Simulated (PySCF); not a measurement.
# C₇H₁₆O₂ (SMILES CC(C)(O)CC(C)(C)O): what the fields show

Input

```
{"job": {"xc": "PBE0", "basis": "6-31G*", "kind": "nmr", "pop": true}, "charge": 0, "multiplicity": 1}
C     -2.219168    -1.301797     0.005763
C     -1.125591    -0.338839     0.485153
C     -1.772677     0.958189     0.989540
O     -0.388893    -0.955555     1.540374
C     -0.161834    -0.041535    -0.682066
C      1.270903     0.407668    -0.286163
C      2.171134    -0.824756    -0.124916
C      1.831622     1.321012    -1.378481
O      1.278796     1.161394     0.908992
H     -2.711772    -0.906147    -0.877877
H     -2.967553    -1.446033     0.784234
H     -1.782427    -2.267748    -0.239132
H     -2.365323     0.764043     1.883143
H     -2.427558     1.368848     0.225954
H     -1.008047     1.692514     1.227236
H     -1.011344    -1.207487     2.231021
H     -0.626355     0.736512    -1.288495
H     -0.065677    -0.935372    -1.299060
H      3.149287    -0.515452     0.236751
H      1.731786    -1.511857     0.593545
H      2.294466    -1.335706    -1.076245
H      1.258360     2.243646    -1.414821
H      2.864594     1.569480    -1.151014
H      1.785537     0.829676    -2.346290
H      0.986799     0.559446     1.607958
```

Command:

```sh
OMP_NUM_THREADS=1 python ens_run.py task.json out
```

Geometry: GFN2-xTB.

Computed with PBE0/6-31G*, SCF density, gas phase, non-relativistic (PySCF).

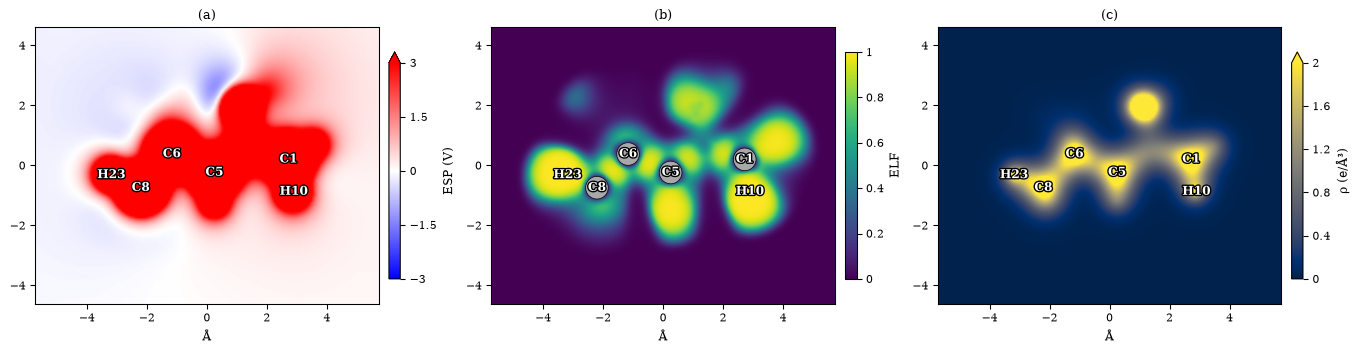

Figure 1. (a) molecular electrostatic potential; (b) electron localisation function; (c) electron density on the plane of atoms C6, C8 and H23. Grey discs cover the atomic cores in the ELF map.

Question: What do the fields say about this system?

Answer: The section cuts through C and H sites.
C–C (1.53 Å): ρ at the midpoint is about 1.7 e/Å³; the ELF peaks at about 0.95 between the atoms: localised, covalent bonding.
C–H (1.09 Å): ρ at the midpoint is about 2 e/Å³; the ELF climbs to about 1 towards the hydrogen, as it does in any bond to H; an ordinary covalent bond to hydrogen.
The ELF also peaks beside O4, away from the bonds: lone-pair regions.
Outside the dense part of the molecule the potential is most negative (−1.3 V) near O4, which lies off the plane.

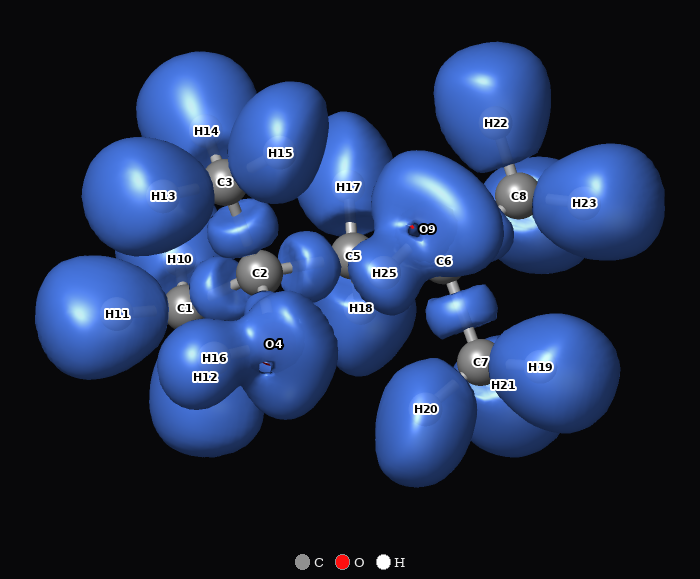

Figure 2. Isosurface of the electron localisation function at 0.75 (blue), seen at a tilt. Only the valence region is drawn (cores and ρ < 0.01 e/Å³ removed).

Question: Describe the localisation domains.

Answer: The ELF exceeds this value in six regions between bonded C–C atoms (shared pairs), 14 regions around hydrogen nuclei and two joined regions spread over several atoms (H, O), in which their bonds and any lone pairs are merged. Along the contacts the grid gives the following. C–O (1.41 Å): the ELF peaks at about 0.90 between the atoms (a polar covalent bond).

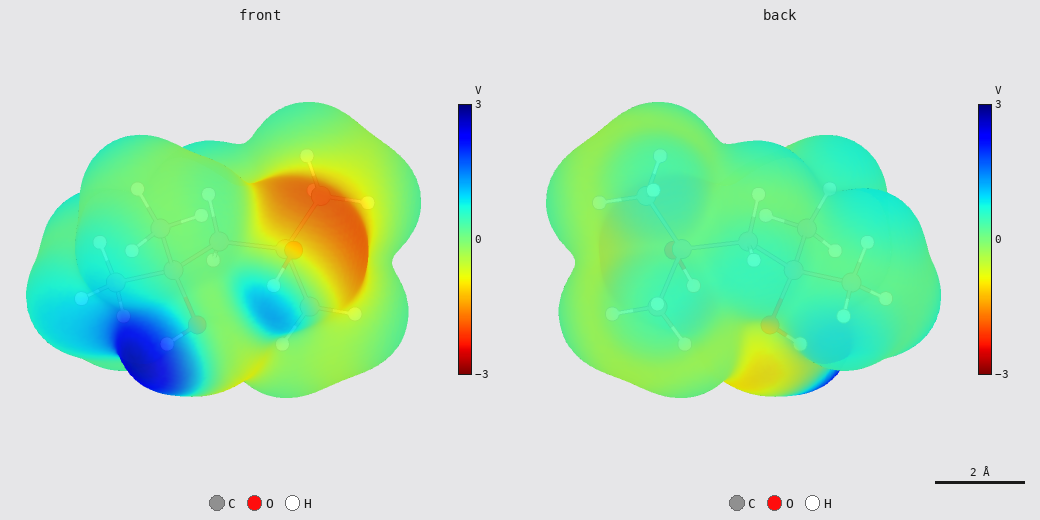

Figure 3. The electrostatic potential painted on the density surface at 0.002 e/bohr³, seen from the front and from behind; the colour scale runs from red (negative) to blue (positive).

Question: Describe the electrostatic potential map.

Answer: The most negative region (about −1.9 V) lies over O9, the most positive (about +2.5 V) over H16. O9 is the likeliest acceptor of a hydrogen bond.

Question: What dipole moment does the calculation give?

Answer: Its dipole moment is 2.59 D.
